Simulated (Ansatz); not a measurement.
# K+ with SO₂: superposition error and deformation, part 2 of 2

Ansatz 0.2.0, Gaussian basis.

## Step 12: wB97X-V/def2-TZVPPD

free-b/in.yaml reads:

```yaml
crystal:
  periodic: [false, false, false]
  atoms:
    - {symbol: O, position_ang: [-0.689330, 0.834134, 0.777928]}
    - {symbol: S, position_ang: [0.087026, -0.296229, 1.187738]}
    - {symbol: O, position_ang: [0.755321, -1.074614, 0.189788]}
basis:
  gaussian: {orbitals: "def2-TZVPPD.json"}
hamiltonian: {xc: {name: wB97X-V}}
```

Run with:

```
$ ansatz run in.yaml --threads 2 --pin off --events-out ev --progress --plain --max-ram 5222MiB
```

Standard output (excerpt; [...] marks lines left out):

```text
Functional definition: wB97X-V
  name "wB97X-V"
  cite "Mardirossian & Head-Gordon, Phys. Chem. Chem. Phys. 16, 9904 (2014) doi:10.1039/C3CP54374A"
  cite "Becke, J. Chem. Phys. 107, 8554 (1997) doi:10.1063/1.475007"
  cite "Vydrov & Van Voorhis, J. Chem. Phys. 133, 244103 (2010) doi:10.1063/1.3521275"
[...]
      + integral(e_c_pw_opposite_spin*poly(b97_u_opposite, cos0, cos1)) + vv10(b, c)
707 factors; their error is unknown
163 factors; integrals over basis functions are off by at most 3.8e-5 eV
[...]
mean field -14928.02398072 eV, -548.5947627133 hartree, gradient 2.0e-5 eV, S^2 0.000000; 0 other end points of the search recorded, 0 dependent functions left out
reference -14928.02397850 eV, -548.5947626319 hartree; 16, 16 occupied and 115, 115 virtual orbitals, 707 factors
Total energy: -14928.02397850 eV, -548.5947626319 hartree
```

Wall time 1.9 s (2 threads of Intel Xeon 6975P-C, shared host).

## Step 13: wB97M-V/def2-TZVPPD

Changes to free-b/in.yaml since step 12:

```diff
@@ -8,2 +8,2 @@
   gaussian: {orbitals: "def2-TZVPPD.json"}
-hamiltonian: {xc: {name: wB97X-V}}
+hamiltonian: {xc: {name: wB97M-V}}
```

Run with:

```
$ ansatz run in.yaml --threads 2 --pin off --events-out ev --progress --plain --max-ram 5222MiB
```

Standard output (excerpt; [...] marks lines left out):

```text
[... 5 set-up lines as earlier in the session ...]
  # Of w^i u^j: cxij and so on, Table III.
[...]
  gx(w, u) = 1 - cx + cx01*u + cx10*w
  gss(w, u) = css00 + css04*u^4 + css10*w + css20*w^2 + css43*w^4*u^3
  gos(w, u) = cos00 + cos10*w + (cos20 + cos21*u)*w^2 + (cos60 + cos61*u)*w^6
[...]
      + integral(e_c_pw_mod_opposite_spin*gos(b97_w_opposite, b97_u_opposite)) + vv10(b, c)
686 factors; their error is unknown
163 factors; integrals over basis functions are off by at most 3.8e-5 eV
[...]
mean field -14929.75278457 eV, -548.6582950831 hartree, gradient 2.7e-5 eV, S^2 0.000000; 0 other end points of the search recorded, 0 dependent functions left out
reference -14929.75284099 eV, -548.6582971564 hartree; 16, 16 occupied and 115, 115 virtual orbitals, 686 factors
Total energy: -14929.75284099 eV, -548.6582971564 hartree
```

It took 2 s on 2 threads of Intel Xeon 6975P-C, shared host.

## Step 14: B2PLYP/def2-TZVPPD

Changes to free-b/in.yaml since step 13:

```diff
@@ -8,2 +8,2 @@
   gaussian: {orbitals: "def2-TZVPPD.json"}
-hamiltonian: {xc: {name: wB97M-V}}
+hamiltonian: {xc: {name: B2PLYP}}
```

Run with:

```
$ ansatz run in.yaml --threads 2 --pin off --events-out ev --progress --plain --max-ram 5222MiB
```

Standard output (excerpt; [...] marks lines left out):

```text
[... 5 set-up lines as earlier in the session ...]
[...]
803 factors; integrals over basis functions are off by at most 6.7e-4 eV
[...]
mean field -14919.45711217 eV, -548.2799361008 hartree, gradient 2.0e-6 eV, S^2 0.000000; 0 other end points of the search recorded, 0 dependent functions left out
7 core orbitals not correlated: weight in the atoms' cores, before any rotation towards them, 1.000 or more for the frozen orbitals, at most 0.000 for the correlated occupied ones
reference -14919.45725120 eV, -548.2799412103 hartree; 9, 9 occupied and 115, 115 virtual orbitals, 803 factors
second order -22.30414510 eV of doubles, -0.00000000 eV of singles
Total energy: -14925.47937038 eV, -548.5012500082 hartree
```

It took 1.2 s on 2 threads of Intel Xeon 6975P-C, shared host.

## Step 15: BLYP-D4/def2-TZVPPD

Changes to free-b/in.yaml since step 14:

```diff
@@ -8,2 +8,2 @@
   gaussian: {orbitals: "def2-TZVPPD.json"}
-hamiltonian: {xc: {name: B2PLYP}}
+hamiltonian: {xc: {name: BLYP}, dispersion: d4}
```

Run with:

```
$ ansatz run in.yaml --threads 2 --pin off --events-out ev --progress --plain --max-ram 5222MiB
```

Standard output:

```text
Functional definition: BLYP
  name "BLYP"
[... 2 set-up lines as earlier in the session ...]
  parameter beta = 0.0042
  parameter a = 0.04918
  parameter b = 0.132
  parameter c = 0.2533
  parameter d = 0.349
  exchange = b88_x(beta = beta)
  correlation = lyp_c(a = a, b = b, c = c, d = d)
686 factors; their error is unknown
mean field evaluation 1: about -14919.5717 eV, gradient 8.6e1 eV
mean field evaluation 2: about -14846.1349 eV, gradient 2.1e2 eV
mean field evaluation 4: about -14931.0908 eV, gradient 6.9e0 eV
mean field evaluation 8: about -14931.1802 eV, gradient 8.0e-2 eV
mean field evaluation 16: about -14931.1802 eV, gradient 8.2e-6 eV
mean field -14931.18015742 eV, -548.7107500677 hartree, gradient 8.1e-6 eV, S^2 0.000000; 0 other end points of the search recorded, 0 dependent functions left out
reference -14931.18045113 eV, -548.7107608613 hartree; 16, 16 occupied and 115, 115 virtual orbitals, 686 factors
Total energy: -14931.28227066 eV, -548.7145026602 hartree
```

Wall time 0.65 s (2 threads of Intel Xeon 6975P-C, shared host).

## Step 16: revPBE-D4/def2-TZVPPD

Changes to free-b/in.yaml since step 15:

```diff
@@ -8,2 +8,2 @@
   gaussian: {orbitals: "def2-TZVPPD.json"}
-hamiltonian: {xc: {name: BLYP}, dispersion: d4}
+hamiltonian: {xc: {name: revPBE}, dispersion: d4}
```

Run with:

```
$ ansatz run in.yaml --threads 2 --pin off --events-out ev --progress --plain --max-ram 5222MiB
```

Standard output (excerpt; [...] marks lines left out):

```text
Functional definition: revPBE
  name "revPBE"
  cite "Zhang & Yang, Phys. Rev. Lett. 80, 890 (1998) doi:10.1103/PhysRevLett.80.890"
[... 1 set-up line as earlier in the session ...]
  parameter kappa = 1.245
[... 3 set-up lines as earlier in the session ...]
686 factors; their error is unknown
mean field evaluation 1: about -14918.2613 eV, gradient 7.9e1 eV
mean field evaluation 2: about -14857.5175 eV, gradient 1.9e2 eV
mean field evaluation 4: about -14928.2188 eV, gradient 5.9e0 eV
mean field evaluation 8: about -14928.2813 eV, gradient 7.5e-2 eV
mean field -14928.28125642 eV, -548.6042174210 hartree, gradient 2.9e-5 eV, S^2 0.000000; 0 other end points of the search recorded, 0 dependent functions left out
reference -14928.28131250 eV, -548.6042194818 hartree; 16, 16 occupied and 115, 115 virtual orbitals, 686 factors
Total energy: -14928.43459906 eV, -548.6098526591 hartree
```

Wall time 0.65 s (2 threads of Intel Xeon 6975P-C, shared host).

## Step 17: B97M-V/def2-TZVPPD

Changes to free-b/in.yaml since step 16:

```diff
@@ -8,2 +8,2 @@
   gaussian: {orbitals: "def2-TZVPPD.json"}
-hamiltonian: {xc: {name: revPBE}, dispersion: d4}
+hamiltonian: {xc: {name: B97M-V}}
```

Run with:

```
$ ansatz run in.yaml --threads 2 --pin off --events-out ev --progress --plain --max-ram 5222MiB
```

Standard output (excerpt; [...] marks lines left out):

```text
[... 5 set-up lines as earlier in the session ...]
  # Of w^i u^j: cxij and so on, Table III.
[...]
  gx(w, u) = cx00 + cx01*u + cx02*u^2 + (cx10 + cx11*u)*w
  gss(w, u) = css00 + css02*u^2 + css10*w + (css32*w^3 + css42*w^4)*u^2
  gos(w, u) = cos00 + cos01*u + cos03*u^3 + cos10*w + cos32*w^3*u^2
[...]
      + integral(e_c_pw_mod_opposite_spin*gos(b97_w_opposite, b97_u_opposite)) + vv10(b, c)
686 factors; their error is unknown
[...]
mean field -14927.12683547 eV, -548.5617932337 hartree, gradient 1.8e-5 eV, S^2 0.000000; 0 other end points of the search recorded, 0 dependent functions left out
reference -14927.12690007 eV, -548.5617956074 hartree; 16, 16 occupied and 115, 115 virtual orbitals, 686 factors
Total energy: -14927.12690007 eV, -548.5617956074 hartree
```

It took 1.7 s on 2 threads of Intel Xeon 6975P-C, shared host.

## Step 18: HSE06-D4/def2-TZVPPD

Changes to free-b/in.yaml since step 17:

```diff
@@ -8,2 +8,2 @@
   gaussian: {orbitals: "def2-TZVPPD.json"}
-hamiltonian: {xc: {name: B97M-V}}
+hamiltonian: {xc: hse06, dispersion: d4}
```

Run with:

```
$ ansatz run in.yaml --threads 2 --pin off --events-out ev --progress --plain --max-ram 5222MiB
```

Standard output (excerpt; [...] marks lines left out):

```text
Functional definition: HSE06
  name "HSE06"
  cite "Heyd, Scuseria & Ernzerhof, J. Chem. Phys. 118, 8207 (2003) doi:10.1063/1.1564060"
  cite "Krukau, Vydrov, Izmaylov & Scuseria, J. Chem. Phys. 125, 224106 (2006) doi:10.1063/1.2404663"
  cite "Heyd & Scuseria, J. Chem. Phys. 120, 7274 (2004) doi:10.1063/1.1668634"
  cite "Ernzerhof & Perdew, J. Chem. Phys. 109, 3313 (1998) doi:10.1063/1.476928"
[... 2 set-up lines as earlier in the session ...]
[...]
  # The whole range is PBE's own exchange, as in plane waves. The composition of these papers is wPBEh.
[...]
724 factors; their error is unknown
48 factors; integrals over basis functions are off by at most 9.5e-5 eV
[...]
mean field -14922.75782583 eV, -548.4012350908 hartree, gradient 5.6e-5 eV, S^2 0.000000; 0 other end points of the search recorded, 0 dependent functions left out
reference -14922.75787085 eV, -548.4012367450 hartree; 16, 16 occupied and 115, 115 virtual orbitals, 724 factors
Total energy: -14922.79089188 eV, -548.4024502455 hartree
```

It took 0.9 s on 2 threads of Intel Xeon 6975P-C, shared host.

## Step 19: CCSD(T)/def2-TZVPPD

Changes to free-b/in.yaml since step 18:

```diff
@@ -8,2 +8,2 @@
   gaussian: {orbitals: "def2-TZVPPD.json"}
-hamiltonian: {xc: hse06, dispersion: d4}
+correlation: {method: ccsd_t}
```

Run with:

```
$ ansatz run in.yaml --threads 2 --pin off --events-out ev --progress --plain --max-ram 5222MiB
```

Standard output (excerpt; [...] marks lines left out):

```text
[... 4 set-up lines as earlier in the session ...]
[...]
803 factors; integrals over basis functions are off by at most 6.7e-4 eV
[...]
mean field -14892.94714026 eV, -547.3057126023 hartree, gradient 3.4e-6 eV, S^2 0.000000; 0 other end points of the search recorded, 0 dependent functions left out
7 core orbitals not correlated: weight in the atoms' cores, before any rotation towards them, 1.000 or more for the frozen orbitals, at most 0.000 for the correlated occupied ones
reference -14892.94714026 eV, -547.3057126023 hartree; 9, 9 occupied and 115, 115 virtual orbitals, 803 factors
second order -17.92267582 eV of doubles, -0.00000000 eV of singles
cycle   1  -16.97410370 eV  change    9.5e-1 eV  update   1.4e-1
[...]
cycle  10  -17.73970174 eV  change    1.8e-5 eV  update   1.2e-5
perturbative correction -0.92704470 eV, -0.0340682642 hartree
Total energy: -14911.61388669 eV, -547.9917028810 hartree
```

Wall time 3.6 s (2 threads of Intel Xeon 6975P-C, shared host); peak memory 0.62 GiB.

## Step 20: The split

```
      method  interaction with counterpoise (kJ/mol)  without  superposition error  deformation  binding energy
      PBE-D4                                  -51.14   -51.95                 0.81         1.66          -49.48
   revPBE-D4                                  -47.79   -48.55                 0.75         1.42          -46.38
     BLYP-D4                                  -51.55   -52.52                 0.97         1.38          -50.17
   r2SCAN-D4                                  -50.98   -51.58                 0.60         2.41          -48.58
      B97M-V                                  -52.11   -52.53                 0.42         2.81          -49.31
     PBE0-D4                                  -53.34   -53.95                 0.61         3.21          -50.13
    B3LYP-D4                                  -54.53   -55.30                 0.77         2.74          -51.79
    HSE06-D4                                  -53.31   -53.91                 0.60         3.19          -50.12
     wB97X-V                                  -54.77   -55.42                 0.65         3.24          -51.53
     wB97M-V                                  -55.72   -56.26                 0.54         3.32          -52.40
      B2PLYP                                  -49.92   -51.39                 1.47         2.53          -47.40
Hartree-Fock                                  -53.19   -53.52                 0.34         5.95          -47.23
         MP2                                  -49.34   -52.88                 3.54         2.75          -46.59
        CCSD                                  -51.81   -55.46                 3.65         3.61          -48.21
     CCSD(T)                                  -50.47   -54.28                 3.82         2.74          -47.73
```

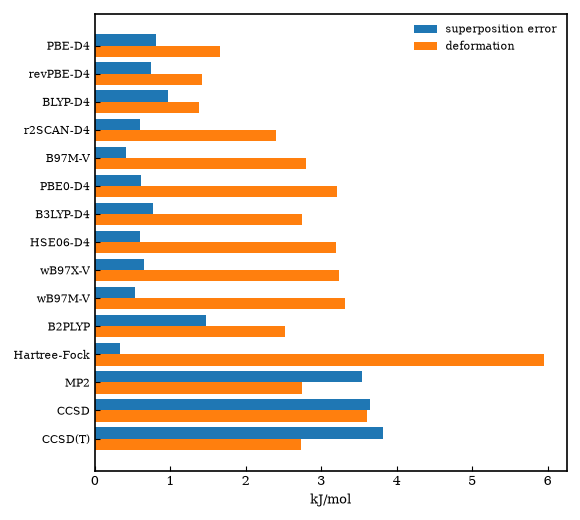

Superposition error and deformation energy by method.

## Step 21: Outcome

This closing draws on all 2 parts.

```
            quantity          value
interaction, CCSD(T)  -50.47 kJ/mol
 superposition error    3.82 kJ/mol
         deformation    2.74 kJ/mol
      binding energy  -47.73 kJ/mol
```

**Reading.** In this basis the superposition error is 3.82 kJ/mol for CCSD(T) and 0.68 kJ/mol on average for the plain functionals: correlated methods borrow far more, since they need many more functions to converge. Deformation takes back 5 % of the interaction. The restricted Hartree–Fock reference is unstable towards an unrestricted one at one or more of these structures.
